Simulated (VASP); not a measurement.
Band structure of Ca₄Sb₂O (space group I4/mmm). Method: LDA (Ceperley-Alder, Perdew-Zunger), VASP's LDA PAW potentials (set 64) (plane waves; VASP).

Unless said otherwise, spin-orbit coupling is left out, though it shifts the bands of the heavy elements here.

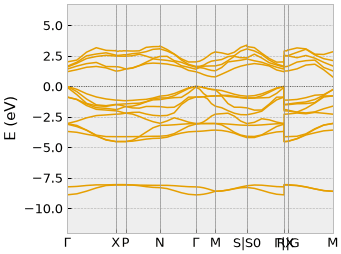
Bands along high-symmetry lines, zero at the valence-band maximum or, without a gap, the Fermi level

Task: Read the plot: is there a gap, and where are the band edges?

Result: The gap is indirect, 0.78 eV, from the valence maximum at Γ to the conduction minimum at M.

The structure comes from a measured Ca4Sb2O entry of the Crystallography Open Database, whose conditions weren't checked. The cell was not relaxed at this level. The k-mesh is coarse (spacing up to 0.48 per Å, 2π included), so the numbers may not be converged in it.
